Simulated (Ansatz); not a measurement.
```yaml
atoms:
  - { symbol: In, position_ang: [0.0001, 0.0000, -0.1196] }
  - { symbol: Cl, position_ang: [0.0009, -0.0012, 2.2917] }
  - { symbol: Cl, position_ang: [2.0602, 0.0003, -1.2088] }
  - { symbol: Cl, position_ang: [-2.0604, 0.0003, -1.2081] }
  - { symbol: F, position_ang: [-0.0008, 0.0007, 4.9848] }
```

Core potentials replace the inner electrons of In; not at a stationary point (largest force 0.8 eV/Å).

Computed with UKS B3LYP-D4/def2-SVP (Ansatz).

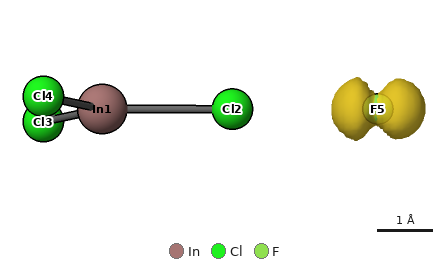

Cl₃In···F (doublet). Isosurface of the spin density (α minus β) at +0.15 e/Å³ (yellow), seen from one side.

### Which atoms carry the spin?

The unpaired spin (1 electron) lies mostly on F5 (about 0.9), in electrons by Hirshfeld's partition.
